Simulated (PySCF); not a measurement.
**SiF (charge −1, triplet): density, localisation and related maps**

```yaml
atoms:
  - { symbol: Si, position_ang: [0.0000, 0.0000, -0.7074] }
  - { symbol: F, position_ang: [0.0000, 0.0000, 1.0416] }
```

The calculation used PySCF 2.14.0, PBE0/aug-cc-pVDZ-DK/X2C, spin-free X2C-1e, Gaussian nucleus, at a bond length of 1.749 Å.

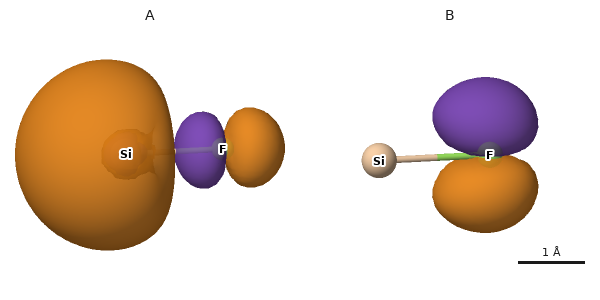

Figure 1. Two frontier β-spin orbitals, each drawn at the value that holds 80 % of its norm (orange and purple are the two phases), in no order; of a degenerate pair one member is drawn.

Name the orbitals and rank them from lowest to highest energy.

Answer. Orbital B: π, occupied in this spin, −5.74 eV; mainly on F (90 %).
Orbital A: σ, occupied in this spin, −2.99 eV; mainly on Si (85 %).

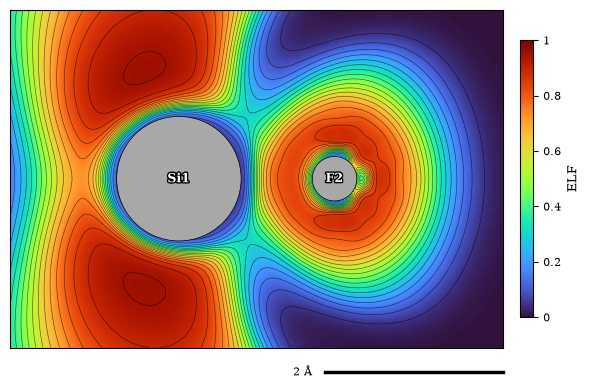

Figure 2. Electron localisation function on a plane that holds the molecular axis. Grey discs cover the atomic cores.

Describe what can be read from this map.

Answer.
- The plane passes through Si and F nuclei.
- Si–F (1.75 Å): the ELF peaks at about 0.85 in the valence shell of F, 0.5 Å from its nucleus, and is about 0.45 at the midpoint.
- The ELF also peaks beside Si1 and F2, away from the bonds: non-bonding electrons, paired or unpaired.
